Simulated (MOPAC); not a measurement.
## SiBrCl₂F (charge −1): geometry relaxation (part 2 of 2)

The same run, continued: SiBrCl₂F, charge −1, multiplicity 2; MNDOD, unrestricted, COSMO solvent methanol (MOPAC 23.2.5). The starting geometry was optimised with MNDOD.

Geometry of the input (Å):
```
F  1.0664  -0.9243  1.0736
Si -0.0131  -0.0885  0.0839
Cl -1.6416  0.4468  1.1961
Cl -0.5325  -1.2890  -1.4854
Br 1.0514  1.7369  -0.6580
```

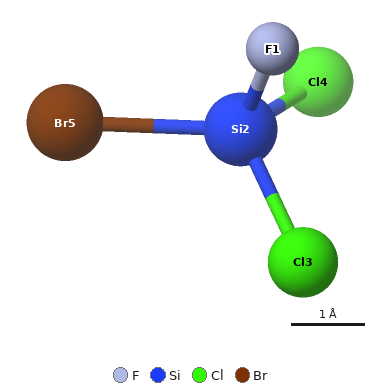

Figure 1. The geometry at step 15 of the log (ball-and-stick view, seen at a tilt; atoms are numbered from 1 in the order of the input).

### Log, continued
```
  ATOM NO.   TYPE          CHARGE      No. of ELECS.   s-Pop       p-Pop       d-Pop
    1          F          -0.289753        7.2898     1.82484     5.46491
    2         Si           0.582193        3.4178     1.29741     1.58306     0.53733
    3         Cl          -0.348881        7.3489     1.95432     5.37302     0.02154
    4         Cl          -0.346401        7.3464     1.95416     5.37038     0.02185
    5         Br          -0.597158        7.5972     1.96207     5.62718     0.00791
 DIPOLE           X         Y         Z       TOTAL
 POINT-CHG.    -0.383    -0.096     0.022     0.395
 HYBRID         0.115    -0.598     0.372     0.713
 SUM           -0.268    -0.694     0.393     0.841

          ATOMIC ORBITAL ELECTRON POPULATIONS

     Atom    s        px        py        pz      x^2-y^2     xz        z^2       yz        xy
    1  F   1.82484   1.80545   1.83841   1.82105
    2 Si   1.29741   0.48572   0.57634   0.52100   0.10098   0.11026   0.11540   0.09737   0.11333
    3 Cl   1.95432   1.67747   1.90557   1.78998   0.00481   0.00737   0.00313   0.00235   0.00388
    4 Cl   1.95416   1.89547   1.75770   1.71721   0.00256   0.00490   0.00441   0.00746   0.00253
    5 Br   1.96207   1.88824   1.80449   1.93445   0.00161   0.00075   0.00081   0.00225   0.00247

                    (SZ)    =    0.500000
                    (S**2)  =    0.752600

          ATOMIC ORBITAL SPIN POPULATIONS

    Atom   Total    s     px     py     pz   x^2-y^2  xz     z^2    yz     xy
         Atomic
    1  F  0.0152  0.002  0.001  0.009  0.005
    2 Si  0.5697  0.473 -0.013  0.089  0.024 -0.000 -0.001 -0.000 -0.001 -0.001
    3 Cl  0.1091  0.006  0.057 -0.001  0.045  0.000  0.001  0.000  0.000  0.000
    4 Cl  0.0952  0.006  0.004  0.061  0.024  0.000  0.000  0.000  0.001  0.000
    5 Br  0.2109  0.013  0.071  0.110  0.016  0.000  0.000  0.000  0.000  0.000

 *                    *
 * JOB ENDED NORMALLY *
 *                    *

 TOTAL JOB TIME:             0.56 SECONDS

 == MOPAC DONE ==
```

### Trajectory as extended XYZ (Å, eV, eV/Å), 19 of the 31 frames kept, from step=0 to step=30
```
5
Properties=species:S:1:pos:R:3:forces:R:3 step=0 energy=-12.11063
F     1.0664   -0.9243    1.0736    0.2418  -0.5511   0.4560
Si   -0.0131   -0.0885    0.0839    0.5246  -0.2922   0.4069
Cl   -1.6416    0.4468    1.1961   -1.5737   0.1940   1.2180
Cl   -0.5325   -1.2890   -1.4854   -0.5330  -1.4308  -1.2869
Br    1.0514    1.7369   -0.6580    1.3403   2.0802  -0.7940
5
Properties=species:S:1:pos:R:3:forces:R:3 step=2 energy=-12.47203
F     1.0493   -0.9625    1.1387   -0.4416   0.1095  -0.4193
Si   -0.0043   -0.1344    0.0809    0.0482   0.1704   0.5455
Cl   -1.7037    0.4574    1.2909    0.1891  -0.2808  -0.1304
Cl   -0.5445   -1.3655   -1.5670   -0.0468  -0.2648   0.0877
Br    1.1039    1.8266   -0.6966    0.2510   0.2657  -0.0834
5
Properties=species:S:1:pos:R:3:forces:R:3 step=3 energy=-12.48527
F     1.0375   -0.9623    1.1180    0.2236  -0.4107   0.2813
Si   -0.0040   -0.1369    0.0963   -0.5016   0.6904  -0.3216
Cl   -1.7059    0.4504    1.2867    0.1239  -0.2572  -0.0713
Cl   -0.5469   -1.3729   -1.5576   -0.0338  -0.1923   0.1557
Br    1.1125    1.8376   -0.6992    0.1879   0.1698  -0.0440
5
Properties=species:S:1:pos:R:3:forces:R:3 step=5 energy=-12.53917
F     1.0085   -0.9949    1.0880   -0.1466   0.0874  -0.0974
Si   -0.0196   -0.0907    0.0833    0.1133   0.0178  -0.0489
Cl   -1.7087    0.4072    1.2773   -0.0325  -0.1224   0.0278
Cl   -0.5602   -1.4068   -1.5064   -0.0422  -0.0449   0.1167
Br    1.1467    1.8774   -0.7046    0.1080   0.0620   0.0018
5
Properties=species:S:1:pos:R:3:forces:R:3 step=7 energy=-12.55095
F     0.9815   -1.0018    1.0585    0.0064   0.1177  -0.0033
Si   -0.0231   -0.0629    0.0642    0.0218  -0.0361  -0.0095
Cl   -1.7162    0.3729    1.2758   -0.0071  -0.0483  -0.0084
Cl   -0.5735   -1.4349   -1.4659   -0.0612  -0.0002  -0.0099
Br    1.1757    1.9059   -0.7050    0.0401  -0.0330   0.0310
5
Properties=species:S:1:pos:R:3:forces:R:3 step=8 energy=-12.55310
F     0.9810   -0.9861    1.0583    0.1062   0.0253   0.0692
Si   -0.0217   -0.0594    0.0578   -0.1260   0.0099  -0.0612
Cl   -1.7164    0.3659    1.2769    0.0095  -0.0401  -0.0288
Cl   -0.5798   -1.4383   -1.4663   -0.0443   0.0087   0.0039
Br    1.1796    1.9031   -0.7015    0.0547  -0.0038   0.0169
5
Properties=species:S:1:pos:R:3:forces:R:3 step=10 energy=-12.55657
F     0.9866   -0.9250    1.0614    0.1412  -0.0447   0.0161
Si   -0.0301   -0.0476    0.0313   -0.1763  -0.0146   0.0027
Cl   -1.7170    0.3315    1.2765   -0.0310   0.0207  -0.0292
Cl   -0.6097   -1.4527   -1.4631    0.0146   0.0078   0.0193
Br    1.2021    1.8988   -0.6892    0.0515   0.0309  -0.0089
5
Properties=species:S:1:pos:R:3:forces:R:3 step=12 energy=-12.55878
F     0.9999   -0.9192    1.0556    0.0163   0.0125  -0.0543
Si   -0.0411   -0.0528    0.0342    0.0461   0.0230   0.0241
Cl   -1.7222    0.3310    1.2737   -0.0655   0.0143   0.0173
Cl   -0.6126   -1.4544   -1.4611    0.0021  -0.0225   0.0026
Br    1.2074    1.9005   -0.6876    0.0010  -0.0274   0.0103
5
Properties=species:S:1:pos:R:3:forces:R:3 step=13 energy=-12.56221
F     1.0092   -0.9134    1.0425   -0.0213   0.0290  -0.0446
Si   -0.0462   -0.0493    0.0332    0.0521   0.0030   0.0231
Cl   -1.7302    0.3299    1.2735   -0.0227   0.0015   0.0053
Cl   -0.6146   -1.4602   -1.4559    0.0024  -0.0035   0.0082
Br    1.2126    1.9003   -0.6839   -0.0105  -0.0300   0.0081
5
Properties=species:S:1:pos:R:3:forces:R:3 step=15 energy=-12.56176
F     1.0160   -0.9039    1.0311    0.0033  -0.0027   0.0078
Si   -0.0485   -0.0440    0.0307   -0.0124   0.0020  -0.0039
Cl   -1.7358    0.3275    1.2730    0.0031  -0.0029   0.0015
Cl   -0.6169   -1.4639   -1.4514    0.0044   0.0028   0.0025
Br    1.2159    1.8965   -0.6795    0.0016   0.0008  -0.0078
5
Properties=species:S:1:pos:R:3:forces:R:3 step=17 energy=-12.56180
F     1.0151   -0.9045    1.0326   -0.0014   0.0028  -0.0011
Si   -0.0484   -0.0443    0.0309   -0.0012   0.0007   0.0021
Cl   -1.7353    0.3272    1.2733   -0.0020  -0.0014   0.0035
Cl   -0.6165   -1.4631   -1.4520    0.0043   0.0007   0.0016
Br    1.2158    1.8966   -0.6802    0.0004  -0.0028  -0.0060
5
Properties=species:S:1:pos:R:3:forces:R:3 step=18 energy=-12.56176
F     1.0140   -0.9040    1.0339   -0.0060   0.0075  -0.0089
Si   -0.0491   -0.0435    0.0315    0.0034  -0.0044   0.0126
Cl   -1.7359    0.3259    1.2750   -0.0021  -0.0010   0.0009
Cl   -0.6151   -1.4612   -1.4530    0.0034  -0.0006   0.0013
Br    1.2161    1.8955   -0.6816    0.0013  -0.0014  -0.0059
5
Properties=species:S:1:pos:R:3:forces:R:3 step=20 energy=-12.56172
F     1.0105   -0.8999    1.0363   -0.0052   0.0085  -0.0098
Si   -0.0543   -0.0387    0.0361    0.0129  -0.0098   0.0146
Cl   -1.7417    0.3182    1.2840   -0.0045   0.0000  -0.0041
Cl   -0.6072   -1.4514   -1.4568   -0.0033  -0.0014   0.0034
Br    1.2195    1.8893   -0.6890    0.0001   0.0028  -0.0042
5
Properties=species:S:1:pos:R:3:forces:R:3 step=22 energy=-12.56171
F     1.0123   -0.9006    1.0346    0.0019   0.0009   0.0013
Si   -0.0531   -0.0399    0.0352    0.0029   0.0007   0.0024
Cl   -1.7409    0.3200    1.2812   -0.0026  -0.0012  -0.0012
Cl   -0.6097   -1.4543   -1.4552   -0.0011  -0.0007   0.0019
Br    1.2190    1.8910   -0.6868   -0.0012   0.0003  -0.0045
5
Properties=species:S:1:pos:R:3:forces:R:3 step=23 energy=-12.56171
F     1.0120   -0.9000    1.0348    0.0020   0.0008   0.0016
Si   -0.0536   -0.0393    0.0359    0.0039  -0.0004   0.0011
Cl   -1.7417    0.3189    1.2822   -0.0029  -0.0009  -0.0013
Cl   -0.6089   -1.4531   -1.4556   -0.0014  -0.0001   0.0029
Br    1.2196    1.8903   -0.6878   -0.0016   0.0005  -0.0042
5
Properties=species:S:1:pos:R:3:forces:R:3 step=25 energy=-12.56175
F     1.0125   -0.8998    1.0370    0.0043  -0.0022   0.0072
Si   -0.0535   -0.0378    0.0400   -0.0026   0.0039  -0.0082
Cl   -1.7456    0.3142    1.2832    0.0013   0.0004   0.0002
Cl   -0.6078   -1.4471   -1.4557    0.0000  -0.0014   0.0021
Br    1.2211    1.8885   -0.6919   -0.0030  -0.0008  -0.0014
5
Properties=species:S:1:pos:R:3:forces:R:3 step=27 energy=-12.56170
F     1.0125   -0.9004    1.0361    0.0010   0.0011   0.0017
Si   -0.0528   -0.0391    0.0374    0.0007   0.0007   0.0004
Cl   -1.7431    0.3170    1.2817    0.0003   0.0006  -0.0005
Cl   -0.6093   -1.4507   -1.4551   -0.0001  -0.0023   0.0016
Br    1.2200    1.8901   -0.6893   -0.0019  -0.0002  -0.0031
5
Properties=species:S:1:pos:R:3:forces:R:3 step=28 energy=-12.56171
F     1.0128   -0.9009    1.0359    0.0005   0.0016   0.0003
Si   -0.0522   -0.0397    0.0367   -0.0003   0.0008   0.0028
Cl   -1.7423    0.3181    1.2807    0.0006   0.0003  -0.0006
Cl   -0.6102   -1.4520   -1.4548    0.0005  -0.0026   0.0010
Br    1.2195    1.8908   -0.6883   -0.0013  -0.0001  -0.0035
5
Properties=species:S:1:pos:R:3:forces:R:3 step=30 energy=-12.56173
F     1.0108   -0.8917    1.0471    0.0028  -0.0086   0.0191
Si   -0.0618   -0.0253    0.0619    0.0091  -0.0289  -0.0923
Cl   -1.7661    0.2880    1.2986   -0.0082   0.0059   0.0134
Cl   -0.5937   -1.4146   -1.4629    0.0079   0.0292   0.0492
Br    1.2311    1.8729   -0.7152   -0.0115   0.0023   0.0107
```

### Key numbers

```csv
quantity,value
outcome,converged
heat of formation,−289.68 kcal/mol
basis functions,40
largest force,0.097 eV/Å
⟨S²⟩,0.753
hardware,"1 thread of AMD EPYC (Zen 3), 64 GiB of memory available, shared host"
wall time,0.61 s
peak memory,0.12 GiB
```

### Remarks

Notes on the run: HEAT OF FORMATION IS ESSENTIALLY STATIONARY. MOPAC's energies along a path are heats of formation.
